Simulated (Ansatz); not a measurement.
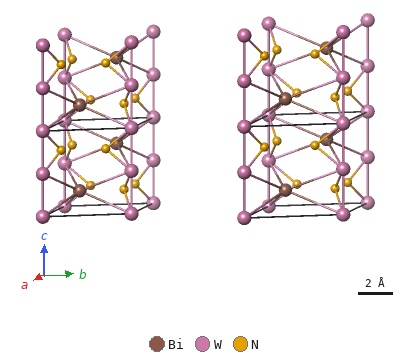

Two geometries of a crystal of BiWN3 (built on the KVCl3-194 type type), drawn at one scale. One is the start of a relaxation, the other its converged end. The picture is a ball-and-stick view of the cell of the calculation, repeated 1 × 1 × 2 with one cell outlined, seen slightly off an axis.

All numbers below come from Ansatz, DFT, PBEsol, plane waves, PAW. Set-up: plane-wave cutoff 420 eV; k-point mesh 6 × 6 × 6; occupations fermi dirac; smearing width 0.03 eV; no spin polarisation; cell and atoms relaxed; force threshold 0.01 eV/Å; at most 120 steps.

**Which of the two is the end point?**

The left one is the relaxed one. The largest moves relative to the cell, 0.033 Å, are those of N atoms. W and Bi stay in place. The drawn cell changes as follows: a = b 6.104 → 5.471 Å (−10.4 %), c 5.437 → 5.108 Å (−6.1 %); the volume changes by −24.5 %. Some distances before and after: Bi–W 3.777 → 3.407 Å, N–W 2.194 → 2.029 Å, W–W 2.719 → 2.554 Å. The space group stays P6_3/mmc (No. 194). The energy falls by 462 meV per atom in 7 accepted moves (9 points after the start). The largest force component goes from 2.8 to 0.00034 eV/Å. Pressure: −28.77 GPa at the start and −0.01 GPa at the end. The SCF was repeated twice at an unchanged geometry on a basis and grid sized afresh for the cell, which shifted the energy by 3.4 meV per atom at most.
